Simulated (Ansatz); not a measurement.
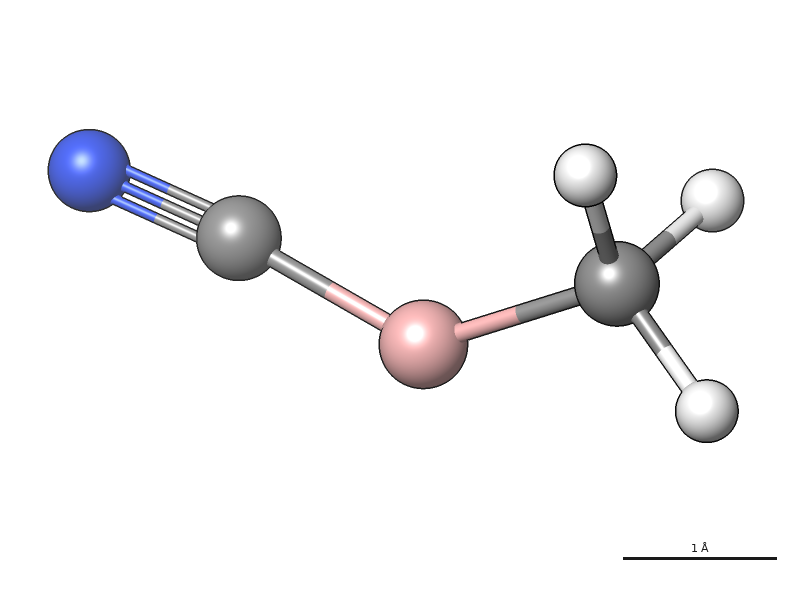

A ball-and-stick model of a molecule. Multiple sticks mark multiple bonds (one Kekulé form). Colours: carbon grey, boron pink, nitrogen blue, hydrogen white.

State: neutral, doublet. Computed geometry: PBE0-D4/def2-TZVP optimisation. No frequency run is at hand to confirm it as a minimum.

Count the atoms of each element.

Answer. C₂H₃BN, 7 atoms: 2 carbon, 3 hydrogen, 1 boron and 1 nitrogen.

Name some functional groups or characteristic bonds that it holds.

Answer. Among them: nitrile.

Describe its rings.

Answer. It has no ring.

Write the SMILES.

Answer. C[B]C#N

The parts below concern this one geometry. Atoms keep their numbers from picture to picture.

**Electronic properties**

No frequency run is at hand to confirm it as a minimum. Properties computed with UKS PBE0-D4/def2-TZVPP (Ansatz 0.2.0).

Predict the main results.

- ⟨S²⟩ of the determinant: 0.759
- dispersion correction: −8.2 kJ/mol

**Dipole moment**

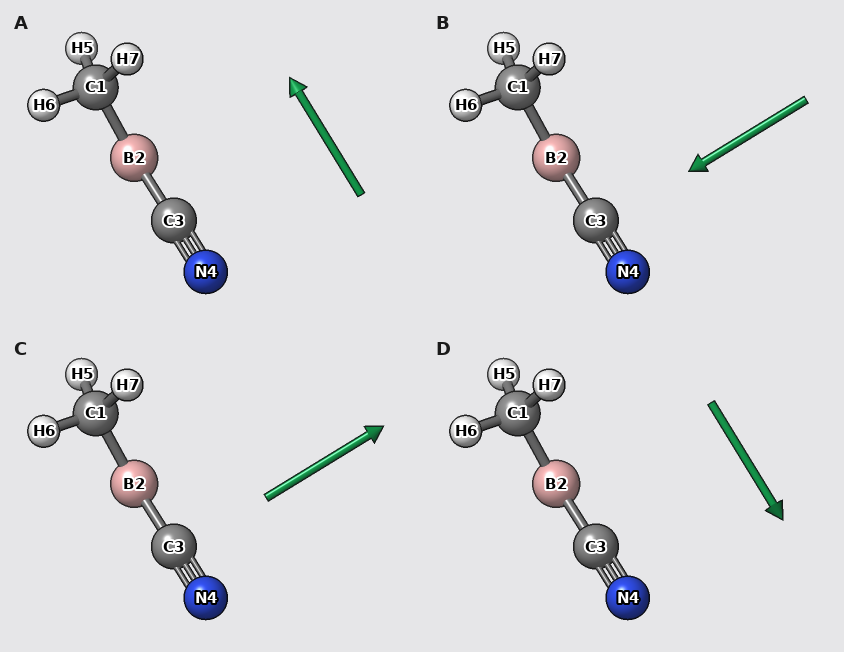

The same molecule four times, each with an arrow. No frequency run is at hand to confirm it as a minimum. Level of theory: UKS PBE0-D4/def2-TZVP (Ansatz 0.2.0).

Which arrow points along the dipole moment, from the negative to the positive end?

Answer. A. The dipole moment is 3.79 D; it points from the side of N4 to the side of H5 (the outermost atoms at the two ends).

**Charges**

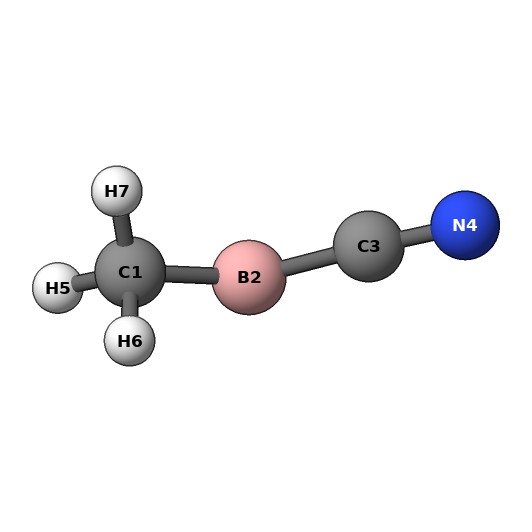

The questions are on Mulliken charges. No frequency run is at hand to confirm it as a minimum. Method: UKS PBE0-D4/def2-TZVP (Ansatz 0.2.0).

Which atom carries the highest charge (most positive or least negative)?

Answer. H6, H7 (0.17 e).

And the lowest?

Answer. C1 (−0.39 e).

Give the Mulliken charges atom by atom.

```csv
atom,value (e)
C1,−0.39
B2,0.04
C3,−0.12
N4,−0.03
H5,0.16
H6,0.17
H7,0.17
```

Mulliken values depend strongly on the basis set and can even reverse the polarity of a bond.
